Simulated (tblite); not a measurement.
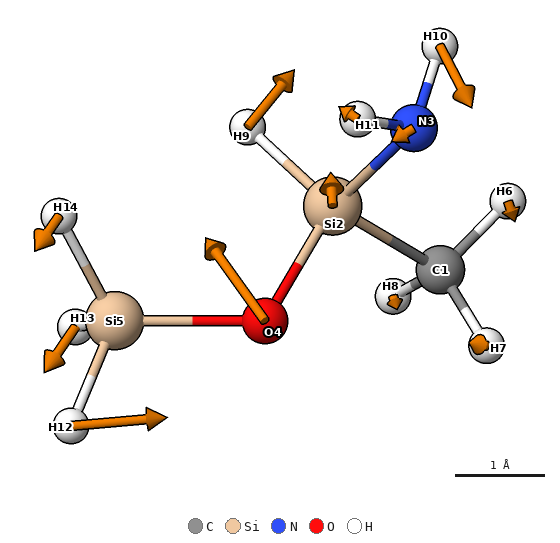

A relaxation of CH₉NOSi₂. The starting structure is drawn; orange arrows show the displacements, at their true length. The two geometries are superimposed by the best rigid fit.

A ball-and-stick model, seen from a free direction.

Method: GFN2-xTB geometry optimisation, gas phase in tblite. 

### What did the optimiser do to the structure, and how much energy did it gain?

The energy falls by 74.0 kJ/mol in 100 geometry steps. O4 moves most after the best rigid fit: 1.42 Å. By element the largest moves are O 1.42 Å, H 1.11 Å, Si 0.47 Å, N 0.32 Å, C 0.04 Å. Some distances before and after: Si2–Si5 2.860 → 3.185 Å, O4–Si5 1.711 → 1.613 Å, Si2–O4 1.710 → 1.624 Å, Si2–N3 1.785 → 1.724 Å. Among the angles between lasting bonds that change: Si2–O4–Si5 113.5° → 159.4°, Si2–N3–H11 106.4° → 118.5°, O4–Si2–H9 112.8° → 102.0°. Groups turn about O4–Si5 by about 165°, Si2–O4 by about 165°, C1–Si2 by about 25°. The run took 0.55 s on 1 thread of Arm Neoverse V1 (shared host).
